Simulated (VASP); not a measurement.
Band structure of Se (space group P3_121). Calculation: PBE GGA with D3 dispersion (Becke-Johnson damping) with spin-orbit coupling, VASP's PBE PAW potentials (set 64) (plane waves; VASP 6.6.1).

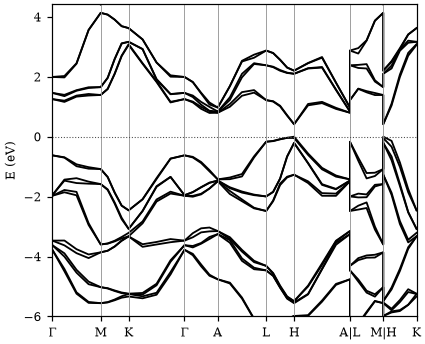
Figure: Bands along high-symmetry lines, zero at the valence-band maximum or, without a gap, the Fermi level

Question: Read the plot: is there a gap, and where are the band edges?

Answer: The gap is direct, 0.42 eV, from the valence maximum at H to the conduction minimum at H.

The structure comes from a measured Se entry (P3_121) of the Crystallography Open Database, whose conditions weren't checked. It was relaxed first, which changed the volume by -6 %.
